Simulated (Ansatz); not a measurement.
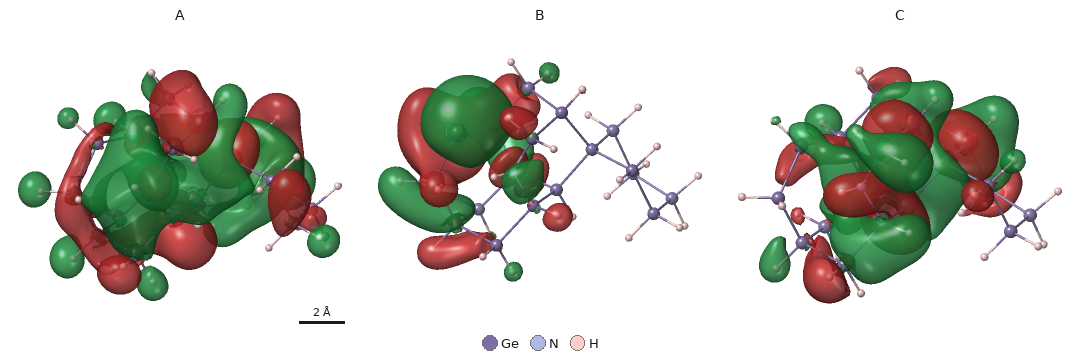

Figure. Ge$_{18}$H$_{28}$N (Ge19H28 ring rod) (doublet). Three frontier orbitals at ±0.03 Å⁻³ᐟ² (green and red are the two phases), in no order.

Geometry: r2SCAN-D4/def2-SVP.

The calculation used UKS PBE0-D4/def2-TZVP in Ansatz 0.2.0.

```yaml
atoms:
  - { symbol: Ge, position_ang: [-3.4273, -0.4243, -2.3917] }
  - { symbol: Ge, position_ang: [-0.6551, -0.2549, -5.1457] }
  - { symbol: Ge, position_ang: [-0.6710, -3.2808, -2.4493] }
  - { symbol: Ge, position_ang: [-0.6277, -0.5219, 0.4598] }
  - { symbol: Ge, position_ang: [2.3824, -0.7974, -2.2567] }
  - { symbol: Ge, position_ang: [-0.6642, -0.8275, 5.7802] }
  - { symbol: Ge, position_ang: [2.2782, -0.4801, 3.1237] }
  - { symbol: N, position_ang: [-0.7394, 1.7675, -2.0681] }
  - { symbol: Ge, position_ang: [1.9584, 2.2908, 0.1390] }
  - { symbol: Ge, position_ang: [-0.6063, 2.2475, 3.2671] }
  - { symbol: Ge, position_ang: [-2.0066, -1.7816, -3.8135] }
  - { symbol: Ge, position_ang: [-1.9779, 0.8994, -0.9683] }
  - { symbol: Ge, position_ang: [-2.0274, 0.7444, 4.5330] }
  - { symbol: Ge, position_ang: [1.4970, 0.3465, -4.2057] }
  - { symbol: Ge, position_ang: [0.7225, -1.9897, -0.9334] }
  - { symbol: Ge, position_ang: [0.8053, 0.9251, 1.7938] }
  - { symbol: Ge, position_ang: [3.5876, 0.8859, -0.9818] }
  - { symbol: Ge, position_ang: [0.8793, -2.0358, 4.3514] }
  - { symbol: Ge, position_ang: [0.3290, 3.1636, -1.4427] }
  - { symbol: H, position_ang: [-4.3376, 0.4763, -3.2519] }
  - { symbol: H, position_ang: [-4.3258, -1.2995, -1.4968] }
  - { symbol: H, position_ang: [-1.4850, 1.0395, -5.3213] }
  - { symbol: H, position_ang: [-0.4539, -0.8273, -6.5647] }
  - { symbol: H, position_ang: [-1.6083, -4.2133, -1.6550] }
  - { symbol: H, position_ang: [0.2190, -4.1581, -3.3535] }
  - { symbol: H, position_ang: [-1.5365, -1.3874, 1.3618] }
  - { symbol: H, position_ang: [3.4072, -1.8495, -2.7511] }
  - { symbol: H, position_ang: [-1.5617, -1.8161, 6.5508] }
  - { symbol: H, position_ang: [0.1557, -0.0364, 6.8188] }
  - { symbol: H, position_ang: [3.2548, -1.2406, 2.2058] }
  - { symbol: H, position_ang: [3.1076, 0.3744, 4.1024] }
  - { symbol: H, position_ang: [-1.1417, 2.0127, -2.9759] }
  - { symbol: H, position_ang: [2.6478, 3.4898, 0.8287] }
  - { symbol: H, position_ang: [-1.4489, 3.2376, 2.4389] }
  - { symbol: H, position_ang: [0.2748, 3.0659, 4.2320] }
  - { symbol: H, position_ang: [-2.8906, -2.6093, -4.7748] }
  - { symbol: H, position_ang: [-2.7722, 1.9286, -0.1170] }
  - { symbol: H, position_ang: [-2.9349, -0.0230, 3.5534] }
  - { symbol: H, position_ang: [-2.9370, 1.5297, 5.4988] }
  - { symbol: H, position_ang: [2.5737, 0.2767, -5.3260] }
  - { symbol: H, position_ang: [1.4904, -2.9587, -0.0022] }
  - { symbol: H, position_ang: [4.5209, 0.2409, 0.0624] }
  - { symbol: H, position_ang: [4.4548, 1.7274, -1.9409] }
  - { symbol: H, position_ang: [0.0874, -2.8830, 3.3377] }
  - { symbol: H, position_ang: [1.7346, -2.9972, 5.2004] }
  - { symbol: H, position_ang: [-0.5343, 4.2563, -0.7620] }
  - { symbol: H, position_ang: [1.0032, 3.7669, -2.6901] }
```

Which picture is the HOMO−1, the HOMO and the LUMO? All are α orbitals.

C is the HOMO−1 (α) (−6.85 eV). Its weight (Hirshfeld) is mainly on N8 (about 15 %), Ge4 (about 10 %), Ge12 (about 10 %), Ge16 (about 10 %), Ge7 (about 10 %) and Ge19 (about 5 %). B is the HOMO (α) (−5.74 eV). It lies mainly on Ge14 (about 60 %), Ge2 (about 10 %) and Ge5 (about 10 %). A is the LUMO (α) (−1.18 eV). Its weight (Hirshfeld) is mainly on Ge19 (about 10 %), Ge12 (about 10 %), Ge16 (about 10 %), Ge9 (about 10 %) and Ge7 (about 5 %).

What is the gap between the highest occupied and lowest empty α orbitals?

4.56 eV between the orbital energies.
